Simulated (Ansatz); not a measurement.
**K+ with SO2: structure and interaction energy**

How do K+ and SO2 sit together, how strongly do they interact, and which methods get it right?

The runs use Ansatz 0.2.0, Gaussian basis; PBE0-D4 structure, single points in def2-TZVPPD.

Levels: PBE-D4, revPBE-D4, BLYP-D4, r2SCAN-D4, B97M-V, PBE0-D4, B3LYP-D4, HSE06-D4, wB97X-V, wB97M-V, B2PLYP, Hartree-Fock, MP2, CCSD, CCSD(T). The reference is CCSD(T) extrapolated to the basis limit. For elements past Ar these valence bases correlate outer-core shells poorly and lack relativity, so that limit is rough.

Cores are frozen in the correlated methods. The outer core shell of Li, Na, Mg and K is correlated. B3LYP uses VWN-RPA correlation. B2PLYP carries no dispersion term here.

163 further runs of the same task are left out: 163 set aside as unsound or not needed.

**1. Starting geometry**

The pair, from a GFN2-xTB docking trial: 4 atoms, charge 1, spin multiplicity 1.

Atoms are counted from 1 here; the program's logs count them from 0.

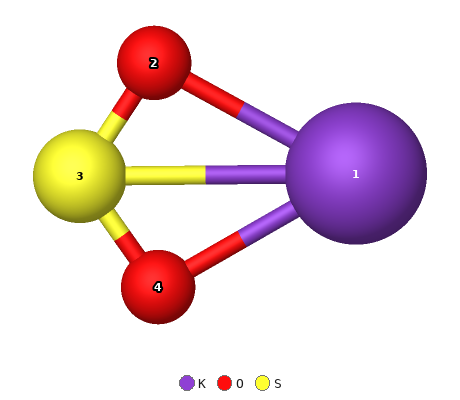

As it starts; potassium purple, oxygen red, sulfur yellow; atoms are numbered from 1 in the order of the file.

Geometry (Å):

```tsv
atom	x (Å)	y (Å)	z (Å)
K1	-0.12150	0.42730	-1.72270
O2	-0.67370	0.83890	0.60040
S3	0.08140	-0.27320	1.09250
O4	0.71380	-0.99290	0.02980
```

Atoms 1 to 1 are fragment A (K+), the rest fragment B (SO2).

**2. A first relaxation in a small basis**

pre/in.yaml

```yaml
crystal:
  periodic: [false, false, false]
  atoms:
    - {symbol: K, position_ang: [-0.121500, 0.427300, -1.722700]}
    - {symbol: O, position_ang: [-0.673700, 0.838900, 0.600400]}
    - {symbol: S, position_ang: [0.081400, -0.273200, 1.092500]}
    - {symbol: O, position_ang: [0.713800, -0.992900, 0.029800]}
basis:
  gaussian: {orbitals: def2-SVP}
total_charge: 1
hamiltonian: {xc: pbe, dispersion: d4}
relax: {f_tol: 0.03, max_steps: 250}
```

On the command line:

```
$ ansatz run in.yaml --threads 2 --pin off --events-out ev --progress --plain --max-ram 5222MiB
```

Further steps of the session: Relaxation at PBE0-D4; wB97X-V/def2-TZVPPD; wB97M-V/def2-TZVPPD; B2PLYP/def2-TZVPPD; B97M-V/def2-TZVPPD; CCSD(T)/def2-TZVPPD; MP2/def2-QZVPPD; Hartree-Fock/STO-3G; SPW92/def2-SVP; wB97M-V/def2-SVP; CCSD(T)/def2-SVP; Vibrations of the pair.

**Question.** What will these runs give? Wanted: interaction energy, CCSD(T)/CBS; of it Hartree-Fock; D4 term of PBE0-D4; shortest contact; lowest wavenumber.

**Answer**, as computed:

| quantity | value |
| --- | --- |
| interaction energy, CCSD(T)/CBS | -556 meV |
| of it Hartree-Fock (basis limit) | -553 meV |
| D4 term of PBE0-D4 | -27 meV |
| shortest contact | K1–O4 2.96 Å |
| lowest wavenumber | 43 cm⁻¹ |

**Reading.** The pair is bound by 556 meV at fixed fragment shapes. Hartree-Fock gives 100 % of it, so electrostatics, induction and charge transfer lead. PBE0-D4 is the best functional here (+3 meV from CCSD(T)/CBS); revPBE-D4 is the worst (+60 meV). HSE06-D4 is as near within the digits shown. Mean unsigned error by rung: GGA 36, meta-GGA 21, hybrid 6, screened hybrid 3, range-separated hybrid 17, double hybrid 38 meV. PBE-D4 gives an interaction energy 26 meV too high, an error of 5 % of the reference. CCSD(T) moves by -33 meV from triple zeta to the limit; gaps between functionals far smaller than that don't rank them. A lower arrangement may exist. The restricted Hartree–Fock reference is unstable towards an unrestricted one at one or more of these structures.
